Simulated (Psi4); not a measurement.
**singlet CH3Cl2Si+ at 3 levels**

We compute a comparison of 3 runs (HF/STO-3G, B3LYP/6-31G*, HSE06/6-31G*) of singlet CH3Cl2Si+. 

The results are computed with Psi4 1.11.

### 1 The structure to begin with

The species is CH3Cl2Si+ (7 atoms), meant as a singlet with charge +1. SMILES of the parent species: `[CH2][SiH](Cl)Cl`. The shape is that of a PBE0-D4/def2-TZVP optimisation. This is one conformer, not always the lowest. That shape belongs to the parent species and isn't relaxed for this state.

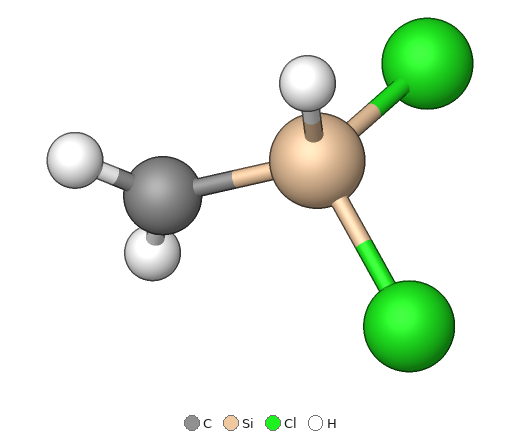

The structure, seen from a chosen angle (carbon grey, silicon light orange, chlorine green, hydrogen white).

### 2 Energy and gradient at HF/STO-3G (run 1)

input.dat

```
memory 2.2 GB

molecule system {
  1 1
  C     -0.692700     0.892600     0.197500
  Si     0.466300    -0.499500    -0.003900
  Cl     1.593800    -0.235400    -1.694300
  Cl    -0.574000    -2.252500    -0.209200
  H     -1.447700     1.127200    -0.545500
  H     -0.668800     1.540600     1.067500
  H      1.384500    -0.641000     1.142000
  symmetry c1
}

set {
  basis         STO-3G
  puream        true
  e_convergence 1e-09
  d_convergence 1e-08
  scf_type      pk
}

energy_value, wavefunction = gradient('hf', return_wfn=True)
```

Launch:

```console
psi4 -n 1 input.dat output.dat
```

output.dat:

```text
[...]
  Running in c1 symmetry.
[...]
  Nuclear repulsion =  261.789143782980091
[...]
  Multiplicity = 1
[...]
  Nalpha       = 28
  Nbeta        = 28
[...]
    Number of basis functions: 35
[...]
   @RHF iter   1: -1233.49042873436542   -1.70532e+00   1.22080e-02 DIIS/ADIIS
[...]
   @RHF iter  11: -1233.67091377598467   -5.00222e-12   9.58821e-09 DIIS
[...]
  @RHF Final Energy: -1233.67091377598467
   => Energetics <=
    Nuclear Repulsion Energy =            261.7891437829800907
    One-Electron Energy =               -2217.6354556603428136
    Two-Electron Energy =                 722.1753981013781640
    Total Energy =                      -1233.6709137759844452
[...]
 Multipole Moments:
 ------------------------------------------------------------------------------------
     Multipole            Electronic (a.u.)      Nuclear  (a.u.)        Total (a.u.)
 ------------------------------------------------------------------------------------
 L = 1.  Multiply by 2.5417464519 to convert [e a0] to [Debye]
 Dipole X            :          0.3790858           -1.9619314           -1.5828456
 Dipole Y            :         -1.7797013            4.9504236            3.1707224
 Dipole Z            :         -1.8720937            3.8587550            1.9866613
 Magnitude           :                                                    4.0627212
[...]
  -Total Gradient:
     Atom            X                  Y                   Z
    ------   -----------------  -----------------  -----------------
       1        0.016388925177    -0.017303850972     0.001290336882
       2       -0.075946901882     0.066305083283    -0.021349184617
       3       -0.000138254684    -0.012852338227     0.010158187500
       4        0.016006313135     0.002431621687    -0.001011882415
       5        0.020103968057    -0.009131849654     0.015785635021
       6        0.002833911827    -0.017919655474    -0.019409589628
       7        0.020752038385    -0.011529010642     0.014536497249
[...]
```

Run time: 3.6 s. Hardware: 1 thread of Intel Xeon Platinum 8259CL at 2.50GHz (Skylake/Cascade Lake), shared host; peak memory 0.18 GiB.

### 3 A single-point energy at B3LYP/6-31G(d) (spherical functions) (run 2)

job.py

```python
import psi4

psi4.set_memory('2200 MB')
psi4.set_num_threads(1)
psi4.set_output_file('run.log', False)

m = psi4.geometry("""
1 1
C     -0.692700     0.892600     0.197500
Si     0.466300    -0.499500    -0.003900
Cl     1.593800    -0.235400    -1.694300
Cl    -0.574000    -2.252500    -0.209200
H     -1.447700     1.127200    -0.545500
H     -0.668800     1.540600     1.067500
H      1.384500    -0.641000     1.142000
units angstrom
symmetry c1
""")

options = {'basis': '6-31G*', 'puream': True, 'e_convergence': 1e-09, 'd_convergence': 1e-08, 'scf_type': 'pk', 'dft_radial_points': 99, 'dft_spherical_points': 590}
psi4.set_options(options)

e, wfn = psi4.energy("b3lyp", return_wfn=True)
psi4.oeprop(wfn, "QUADRUPOLE", "LOWDIN_CHARGES", "WIBERG_LOWDIN_INDICES", title="B3LYP")
print(f'total energy {e:.8f} hartree = {e * 27.211386:.5f} eV')
```

Launch:

```console
python job.py
```

run.log:

```text
[...]
  Running in c1 symmetry.
[...]
  Nuclear repulsion =  261.789143782980091
[...]
  Multiplicity = 1
[...]
  Nalpha       = 28
  Nbeta        = 28
[...]
    Number of basis functions: 74
[...]
   @RKS iter   1: -1249.44187566819028    1.02144e-01   3.08628e-03 DIIS/ADIIS
[...]
   @RKS iter  12: -1249.47328540931699   -9.32232e-12   9.90229e-09 DIIS
[...]
    Orbital Energies [Eh]
    ---------------------
    Doubly Occupied:
       1A   -101.739489     2A   -101.738867     3A    -66.411153
       4A    -10.551400     5A     -9.672909     6A     -9.672314
       7A     -7.433651     8A     -7.433020     9A     -7.428261
      10A     -7.427684    11A     -7.425936    12A     -7.425358
      13A     -5.567693    14A     -3.927296    15A     -3.926402
      16A     -3.923429    17A     -1.060324    18A     -1.029950
      19A     -0.984946    20A     -0.764105    21A     -0.734846
      22A     -0.649343    23A     -0.619314    24A     -0.604753
      25A     -0.546093    26A     -0.537551    27A     -0.523544
      28A     -0.523335
[...]
  @RKS Final Energy: -1249.47328540931699
   => Energetics <=
    Nuclear Repulsion Energy =            261.7891437829800907
    One-Electron Energy =               -2233.9521355976789891
    Two-Electron Energy =                 790.1456092407528331
    DFT Exchange-Correlation Energy =     -67.4559028353707788
    Empirical Dispersion Energy =           0.0000000000000000
    VV10 Nonlocal Energy =                  0.0000000000000000
    Total Energy =                      -1249.4732854093169863
[...]
 Multipole Moments:
 ------------------------------------------------------------------------------------
     Multipole            Electronic (a.u.)      Nuclear  (a.u.)        Total (a.u.)
 ------------------------------------------------------------------------------------
 L = 1.  Multiply by 2.5417464519 to convert [e a0] to [Debye]
 Dipole X            :          0.7809558           -1.9619314           -1.1809756
 Dipole Y            :         -2.7891499            4.9504236            2.1612738
 Dipole Z            :         -2.6571908            3.8587550            1.2015642
 Magnitude           :                                                    2.7403584
 L = 2.  Multiply by 1.3450342976 to convert [e a0^2] to [Debye ang]
 Quadrupole XX       :       -215.2281667          188.7975590          -26.4306078
 Quadrupole XY       :        -72.4730054           67.7962480           -4.6767574
[...]
```

On the terminal:

```text
total energy -1249.47328541 hartree = -33999.89987 eV
```

Wall time 16 s (1 thread of Intel Xeon Platinum 8259CL at 2.50GHz (Skylake/Cascade Lake), shared host); peak memory 0.93 GiB.

### 4 Energy and gradient at HSE06/6-31G(d) (spherical functions) (run 3)

ch3cl2si.xyz

```xyz
7
CH3Cl2Si
C     -0.692700     0.892600     0.197500
Si     0.466300    -0.499500    -0.003900
Cl     1.593800    -0.235400    -1.694300
Cl    -0.574000    -2.252500    -0.209200
H     -1.447700     1.127200    -0.545500
H     -0.668800     1.540600     1.067500
H      1.384500    -0.641000     1.142000
```

ch3cl2si.py

```python
import psi4

psi4.set_memory('2200 MB')
psi4.set_num_threads(1)
psi4.core.set_output_file('run.log', False)

with open('ch3cl2si.xyz') as f:
    atoms = ''.join(f.readlines()[2:])
geom = psi4.geometry('1 1\n' + atoms + 'symmetry c1\nno_reorient\nno_com')

psi4.set_options({
    'puream': True,
    'e_convergence': 1e-09,
    'd_convergence': 1e-08,
    'scf_type': 'pk',
    'dft_radial_points': 99,
    'dft_spherical_points': 590,
})

result = psi4.gradient('hse06/6-31G*')
print('gradient / Eh bohr^-1')
print(result.np.round(6))
```

Launch:

```console
python ch3cl2si.py
```

run.log:

```text
[...]
  Running in c1 symmetry.
[...]
  Nuclear repulsion =  261.789143782980091
[...]
  Multiplicity = 1
[...]
  Nalpha       = 28
  Nbeta        = 28
[...]
    Number of basis functions: 74
[...]
   @RKS iter   1: -1248.97922228410721    1.24408e-01   2.75781e-03 DIIS/ADIIS
[...]
   @RKS iter  11: -1249.00413391384291   -7.32143e-11   6.13150e-09 DIIS
[...]
  @RKS Final Energy: -1249.00413391384291
   => Energetics <=
    Nuclear Repulsion Energy =            261.7891437829800907
    One-Electron Energy =               -2233.9999484998415937
    Two-Electron Energy =                 786.9785534029186920
    DFT Exchange-Correlation Energy =     -63.7718825999002448
    Empirical Dispersion Energy =           0.0000000000000000
    VV10 Nonlocal Energy =                  0.0000000000000000
    Total Energy =                      -1249.0041339138431340
[...]
 Multipole Moments:
 ------------------------------------------------------------------------------------
     Multipole            Electronic (a.u.)      Nuclear  (a.u.)        Total (a.u.)
 ------------------------------------------------------------------------------------
 L = 1.  Multiply by 2.5417464519 to convert [e a0] to [Debye]
 Dipole X            :        -36.4104259           35.8605768           -0.5498491
 Dipole Y            :         79.9365416          -79.1887843            0.7477573
 Dipole Z            :         56.0607285          -55.8699419            0.1907867
 Magnitude           :                                                    0.9475625
[...]
  -Total Gradient:
     Atom            X                  Y                   Z
    ------   -----------------  -----------------  -----------------
       1        0.015071471182    -0.012288704516     0.006366951744
       2       -0.042958354186     0.051304056064     0.006271131370
       3        0.010863261316    -0.010556191755    -0.007008008158
       4        0.005621413738    -0.015091344094    -0.003636510487
       5        0.005773583002    -0.003175758728     0.003786089896
       6        0.001251498385    -0.005143106591    -0.005257415971
       7        0.004369054116    -0.005043295978    -0.000524732401
[...]
```

The script printed:

```text
gradient / Eh bohr^-1
[[ 0.015071 -0.012289  0.006367]
 [-0.042958  0.051304  0.006271]
 [ 0.010863 -0.010556 -0.007008]
 [ 0.005621 -0.015091 -0.003637]
 [ 0.005774 -0.003176  0.003786]
 [ 0.001251 -0.005143 -0.005257]
 [ 0.004369 -0.005043 -0.000525]]
```

Wall time 61 s (1 thread of Intel Xeon Platinum 8259CL at 2.50GHz (Skylake/Cascade Lake), shared host); peak memory 0.96 GiB.

### 5 The series

| run | level | task | integration grid | energy (Eh) | HOMO energy (eV) | LUMO energy (eV) | HOMO–LUMO gap (eV) | wall time |
| --- | --- | --- | --- | --- | --- | --- | --- | --- |
| 1 | HF/STO-3G | gradient | – | -1233.670914 | -16.00 | -6.46 | 9.54 | 3.6 s |
| 2 | B3LYP/6-31G* (spherical functions) | energy | 99 radial × 590 angular | -1249.473285 | -14.24 | -12.02 | 2.22 | 16 s |
| 3 | HSE06/6-31G* (spherical functions) | gradient | 99 radial × 590 angular | -1249.004134 | -14.10 | -12.30 | 1.81 | 61 s |

### 6 What came out

| quantity | value |
| --- | --- |
| run 3: total energy | -1249.00413 Eh |
| run 3: HOMO energy | -14.10 eV |
| run 3: LUMO energy | -12.30 eV |
| run 3: HOMO–LUMO gap | 1.81 eV |
| run 3: largest force on an atom | 3.456 eV/Å |

**Reading.** The HOMO–LUMO gap runs from 1.81 eV (HSE06/6-31G*) to 9.54 eV (HF/STO-3G). The two ends differ in method and basis. Totals of different functionals can't be ranked against each other. In run 1 the basis is minimal, so the values are rough. All runs together took 80 s, the longest 61 s.
